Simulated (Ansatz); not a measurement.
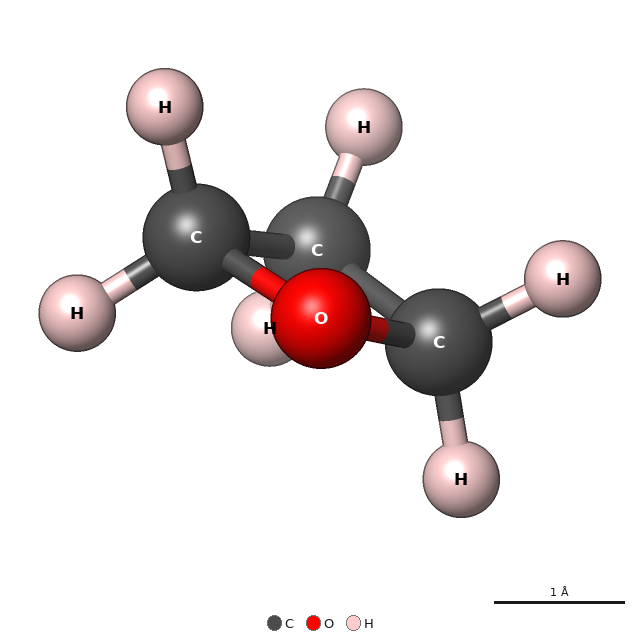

A ball-and-stick model of a molecule. Every bond is drawn as one stick, whatever its order.

Computed geometry: PBE0-D4/def2-TZVP optimisation.

**Give the formula.**

C₃H₆O, 10 atoms: 3 carbon, 6 hydrogen and 1 oxygen.

**How many bonds of each kind are drawn?**

6 C–H, 2 C–C, 2 C–O.

**Name functional groups in it.**

Among them: ether.

**What is its SMILES?**

C1COC1

More results for the same structure follow; atom numbers are the same in all pictures, views and colours differ.

### Geometry

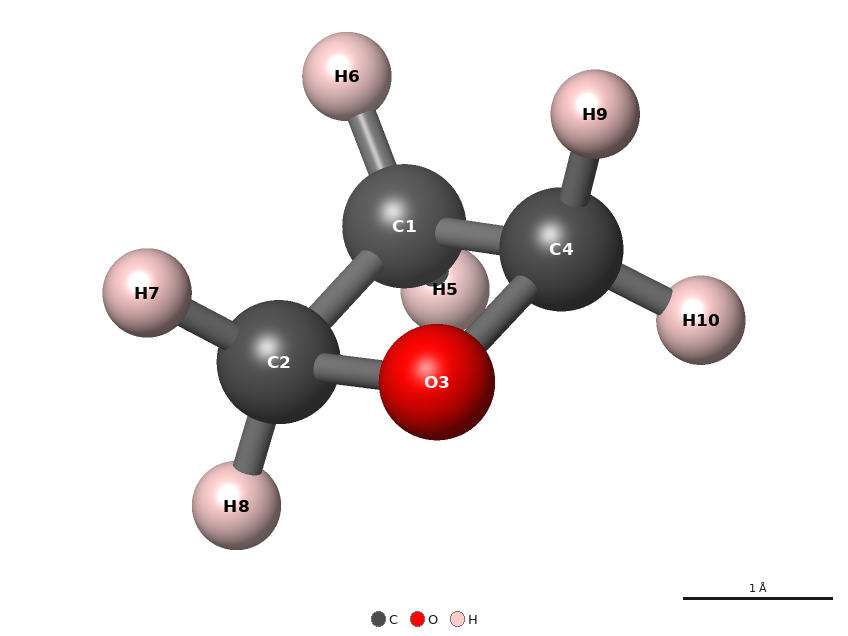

**Describe the coordination of atom 3.**

O3 has 2 neighbours (C2 at 1.43, C4 at 1.43 Å); the arrangement is bent.

**What is the dihedral angle C2–C1–C4–O3?**

2° in size, that is syn (eclipsed).

### Thermal motion

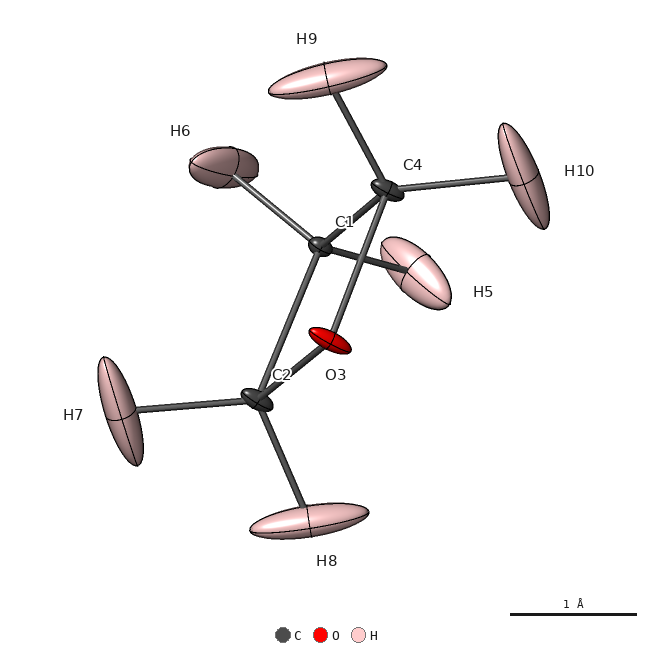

Displacement ellipsoids at the 50 % level, from the internal vibrations of the free molecule (harmonic, no overall translation or rotation; no half-axis is drawn under 0.075 Å). Vibrations computed with RKS PBE0-D4/def2-TZVP (Ansatz 0.2.0). Temperature: 100 K.

**Which atom moves most?**

H7, H9, with U_eq = 0.0388 Å².

**Does H7 move more along its bond or across it?**

Across it: the root-mean-square amplitude is 0.106 Å along the bond and up to 0.311 Å across, since bending and torsion are softer than stretching.

Give the displacement parameters, one line for each set of equivalent atoms. Atoms whose distances differ by more than 0.02 Å in this geometry are listed apart.

```csv
atom,U_eq (Å²),rms amplitudes (Å)
C1,0.0020,"0.027, 0.033, 0.064"
"C2, C4",0.0034,"0.028, 0.032, 0.092"
O3,0.0055,"0.022, 0.029, 0.123"
H5,0.0327,"0.079, 0.118, 0.280"
H6,0.0322,"0.079, 0.118, 0.277"
"H7, H9",0.0388,"0.081, 0.115, 0.311"
"H8, H10",0.0383,"0.081, 0.115, 0.309"
```

### Charges

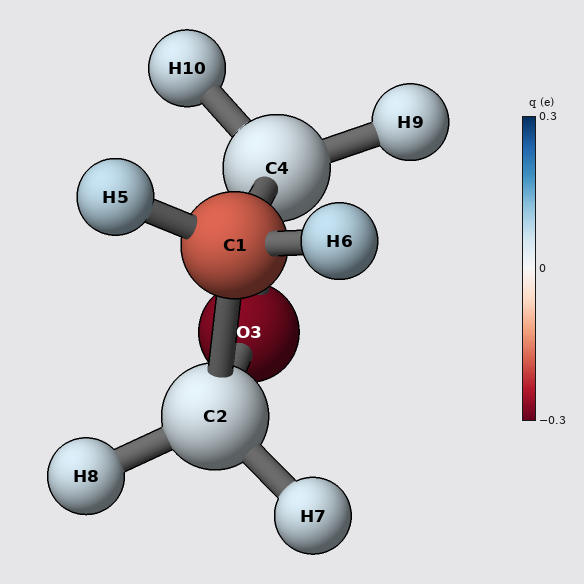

Atoms are coloured by their Mulliken charges. Method: RKS PBE-D4/def2-TZVPP (Ansatz 0.2.0).

**Which atom carries the highest charge (most positive or least negative)?**

H5, H6 (0.08 e).

**And the lowest?**

O3 (−0.27 e).

Give the Mulliken charges atom by atom.

```
atom  value (e)
  C1      −0.18
  C2       0.04
  O3      −0.27
  C4       0.04
  H5       0.08
  H6       0.08
  H7       0.05
  H8       0.06
  H9       0.05
 H10       0.06
```

### Dipole moment

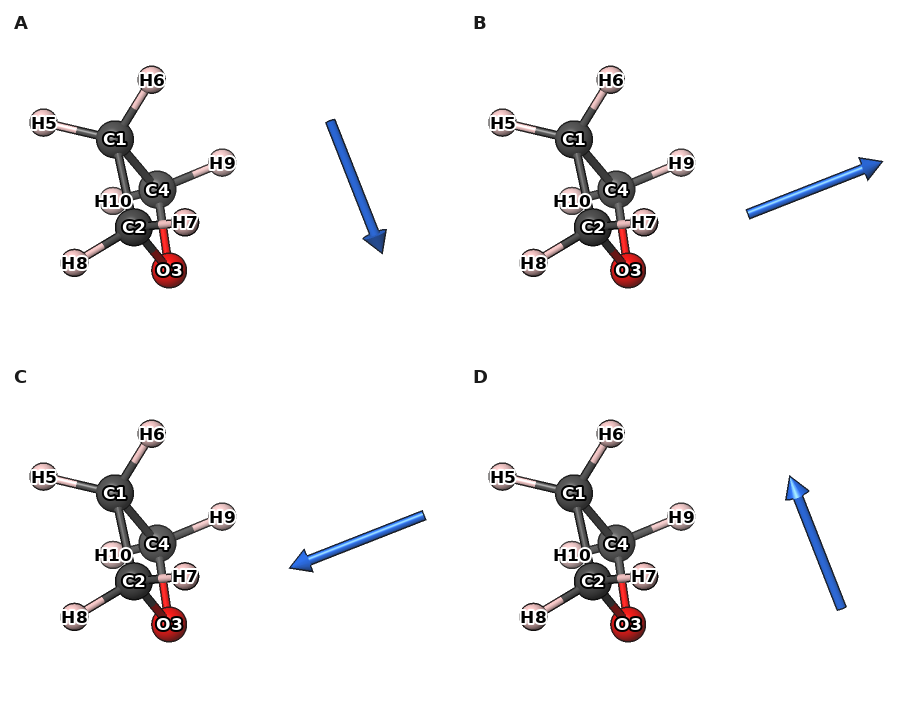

The same molecule four times, each with an arrow. Method: RKS B3LYP-D4/def2-TZVPP (Ansatz 0.2.0).

**Which arrow points along the dipole moment, from the negative to the positive end?**

D. The dipole moment is 1.91 D; it points from the side of O3 to the side of H5, H6 (the outermost atoms at the two ends).

Mulliken values depend strongly on the basis set and can even reverse the polarity of a bond.
